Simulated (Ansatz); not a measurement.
# CH9NSi2 (SMILES C[SiH2]N[SiH3]) at PBE/cc-pVDZ

Aim: the energy change on altering one bond length of CH9NSi2 at PBE/cc-pVDZ, from 2 runs. 

The calculation is run with Ansatz 0.2.0.

44 further runs of the same task are left out: 44 set aside as unsound or not needed. Runs told in other sessions of the task aren't counted.

## Step 1: Starting point

The species is CH9NSi2 (13 atoms), meant as a singlet with charge 0. As SMILES, `C[SiH2]N[SiH3]`. The shape is that of a PBE0-D4/def2-TZVP optimisation. This is one conformer, not always the lowest.

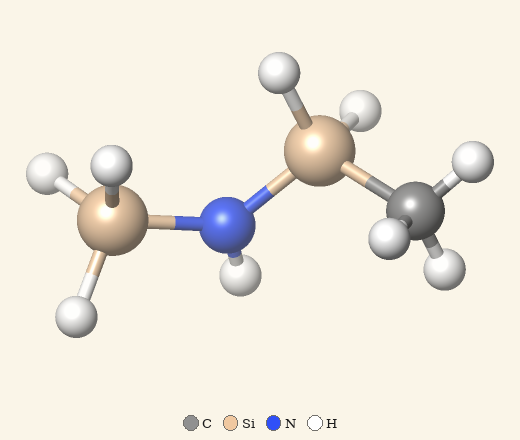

Viewed from a chosen angle; carbon grey, silicon light orange, nitrogen blue, hydrogen white.

## Step 2: A single-point energy at PBE/cc-pVDZ

Contents of in.yaml:

```yaml
crystal:
  periodic: [false, false, false]
  atoms:
    - {symbol: C, position_ang: [0.548000, 2.005600, -0.681400]}
    - {symbol: Si, position_ang: [-0.416900, 0.418300, -0.851600]}
    - {symbol: "N", position_ang: [0.330700, -0.910900, -0.035400]}
    - {symbol: Si, position_ang: [-0.254700, -1.802600, 1.318600]}
    - {symbol: H, position_ang: [0.048800, 2.818700, -1.215900]}
    - {symbol: H, position_ang: [0.644700, 2.292400, 0.368400]}
    - {symbol: H, position_ang: [1.553200, 1.899700, -1.098200]}
    - {symbol: H, position_ang: [-0.565400, 0.112100, -2.303700]}
    - {symbol: H, position_ang: [-1.769200, 0.566800, -0.250900]}
    - {symbol: H, position_ang: [1.189600, -1.253400, -0.443100]}
    - {symbol: H, position_ang: [-1.238600, -0.954600, 2.037800]}
    - {symbol: H, position_ang: [0.874300, -2.146100, 2.226000]}
    - {symbol: H, position_ang: [-0.924100, -3.080700, 0.944100]}
basis:
  gaussian:
    orbitals: cc-pVDZ
hamiltonian:
  xc: pbe
accuracy: high
output: {orbitals: {seedname: orbitals}}
```

Run with:

```sh
ansatz run in.yaml --threads 1 --pin off --max-ram 2610MiB --events-out events.jsonl --progress --plain --runs-dir runs
```

Log:

```text
Warning: RAYON_NUM_THREADS=1 ignored (pool sized by the plan → 1); use --threads N
Functional definition: PBE
  name "PBE"
  parameter kappa = 0.804
  parameter beta = 0.06672455060314922
  exchange = pbe_x(kappa = kappa, mu = beta*pi^2/3)
  correlation = pbe_c(beta = beta)
2673 factors; integrals over basis functions are off by at most 3.8e-9 eV
mean field evaluation 1: about -18404.6406 eV, gradient 7.7e1 eV
mean field evaluation 2: about -18370.8764 eV, gradient 1.3e2 eV
mean field evaluation 4: about -18417.4119 eV, gradient 1.2e1 eV
mean field evaluation 8: about -18417.7386 eV, gradient 5.0e-1 eV
mean field evaluation 16: about -18417.7394 eV, gradient 9.2e-6 eV
mean field -18417.73940586 eV, -676.8394391731 hartree, gradient 5.1e-8 eV, S^2 0.000000; 0 other end points of the search recorded, 0 dependent functions left out
reference -18417.73941004 eV, -676.8394393267 hartree; 25, 25 occupied and 84, 84 virtual orbitals, 2673 factors
Total energy: -18417.73941004 eV, -676.8394393267 hartree
```

Wall time 12 s (1 thread of Intel Xeon Platinum 8259CL at 2.50GHz (Skylake/Cascade Lake), shared host); peak memory 0.37 GiB.

## Step 3: The distorted shape

Contents of job.yaml:

```yaml
basis:
  gaussian:
    orbitals: cc-pVDZ
crystal:
  periodic: [false, false, false]
  atoms:
    - {symbol: C, position_ang: [0.290356, 2.108340, -0.559102]}
    - {symbol: Si, position_ang: [-0.674544, 0.521040, -0.729302]}
    - {symbol: N, position_ang: [0.073056, -0.808160, 0.086898]}
    - {symbol: Si, position_ang: [-0.512344, -1.699860, 1.440898]}
    - {symbol: H, position_ang: [-0.208844, 2.921440, -1.093602]}
    - {symbol: H, position_ang: [0.387056, 2.395140, 0.490698]}
    - {symbol: H, position_ang: [1.295556, 2.002440, -0.975902]}
    - {symbol: H, position_ang: [-0.823044, 0.214840, -2.181402]}
    - {symbol: H, position_ang: [-2.026844, 0.669540, -0.128602]}
    - {symbol: H, position_ang: [1.189600, -1.253400, -0.443100]}
    - {symbol: H, position_ang: [-1.496244, -0.851860, 2.160098]}
    - {symbol: H, position_ang: [0.616656, -2.043360, 2.348298]}
    - {symbol: H, position_ang: [-1.181744, -2.977960, 1.066398]}
hamiltonian:
  xc: pbe
accuracy: high
output: {orbitals: {seedname: orbitals}}
```

Run with:

```sh
ansatz run job.yaml --threads 1 --pin off --max-ram 2610MiB --events-out events.jsonl --progress --plain --runs-dir runs
```

Log, cut to the lines that bear on the results:

```text
Warning: RAYON_NUM_THREADS=1 ignored (pool sized by the plan → 1); use --threads N
[... 6 set-up lines as earlier in the session ...]
2686 factors; integrals over basis functions are off by at most 3.9e-9 eV
mean field evaluation 1: about -18403.5241 eV, gradient 7.6e1 eV
mean field evaluation 2: about -18364.9740 eV, gradient 1.3e2 eV
mean field evaluation 4: about -18416.4132 eV, gradient 1.2e1 eV
mean field evaluation 8: about -18416.7536 eV, gradient 5.7e-1 eV
mean field evaluation 16: about -18416.7547 eV, gradient 2.1e-5 eV
mean field -18416.75466562 eV, -676.8032506370 hartree, gradient 6.1e-8 eV, S^2 0.000000; 0 other end points of the search recorded, 0 dependent functions left out
reference -18416.75466987 eV, -676.8032507931 hartree; 25, 25 occupied and 84, 84 virtual orbitals, 2686 factors
Total energy: -18416.75466987 eV, -676.8032507931 hartree
```

It took 12 s on 1 thread of Intel Xeon Platinum 8259CL at 2.50GHz (Skylake/Cascade Lake), shared host; peak memory 0.36 GiB.

## Step 4: Outcome

At PBE/cc-pVDZ:

| quantity | value |
| --- | --- |
| first shape: total energy | -676.83944 Eh |
| first shape: HOMO energy | -5.76 eV |
| first shape: LUMO energy | -0.16 eV |
| first shape: HOMO–LUMO gap | 5.60 eV |
| distorted shape: total energy | -676.80325 Eh |
| distorted shape: HOMO energy | -5.66 eV |
| distorted shape: LUMO energy | -1.27 eV |
| distorted shape: HOMO–LUMO gap | 4.38 eV |
| energy change with the N3–H10 bond stretched from 1.011 to 1.314 Å | 0.985 eV |

With the N3–H10 bond stretched from 1.011 to 1.314 Å the energy rises by 0.98 eV (95.0 kJ/mol). The first shape isn't relaxed at this level, so the change isn't measured from a minimum.
